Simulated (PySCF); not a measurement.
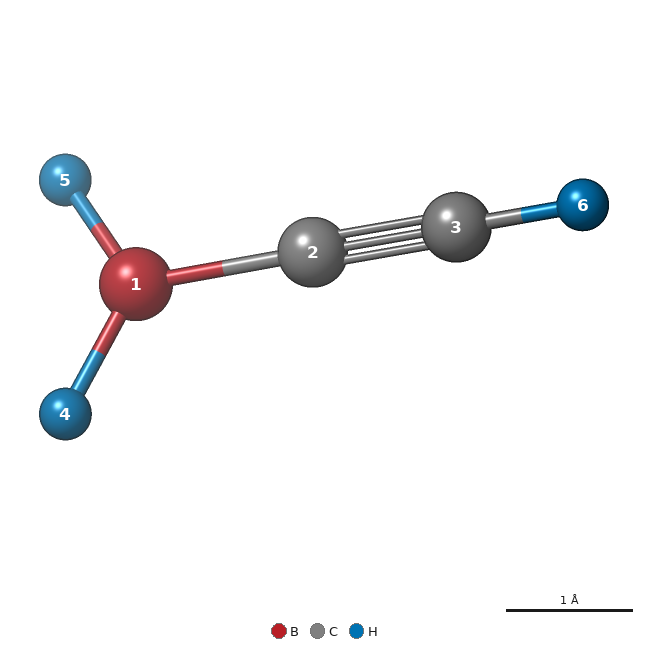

Orthographic view. Atoms fade into the background with distance from the viewer. Computed geometry: PBE0-D3(BJ)/def2-SVP optimisation. No frequency run is at hand to confirm it as a minimum.

Write a MOL file (V2000) with the atoms in numerical order, bonds sorted by atom number with the orders drawn, and coordinates in the frame of the picture: x right, y up, z towards the viewer, origin at the mean position.

```
C2H3B
                    3D

  6  5  0  0  0  0  0  0  0  0999 V2000
   -1.0600   -0.1900   -0.3700 B   0  0  0  0  0  0  0  0  0  0  0  0
    0.3400    0.0600    0.1200 C   0  0  0  0  0  0  0  0  0  0  0  0
    1.4800    0.2600    0.5100 C   0  0  0  0  0  0  0  0  0  0  0  0
   -1.6200   -1.2200   -0.0800 H   0  0  0  0  0  0  0  0  0  0  0  0
   -1.6200    0.6400   -1.0400 H   0  0  0  0  0  0  0  0  0  0  0  0
    2.4800    0.4400    0.8600 H   0  0  0  0  0  0  0  0  0  0  0  0
  1  2  1  0
  1  4  1  0
  1  5  1  0
  2  3  3  0
  3  6  1  0
M  END
```
